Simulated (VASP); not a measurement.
Band structure of RbBr (rock salt). Level of theory: optB88-vdW, VASP's PBE PAW potentials (set 64) (plane waves; VASP).

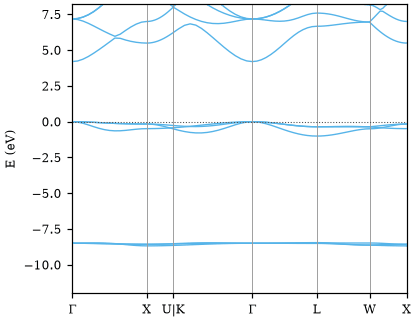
Fig. 1. Bands along high-symmetry lines, zero at the valence-band maximum or, without a gap, the Fermi level

Question: Read the plot: is there a gap, and where are the band edges?

Answer: The gap is direct, 4.20 eV, from the valence maximum at Γ to the conduction minimum at Γ. (Edges off the drawn lines would not show.)

Measured: gap 7.20 eV (computed value off by -3.00 eV), as given by Aguado et al., (1998), arXiv:cond-mat/9809176.

The compound is RbBr in the rock salt structure. It was relaxed first.
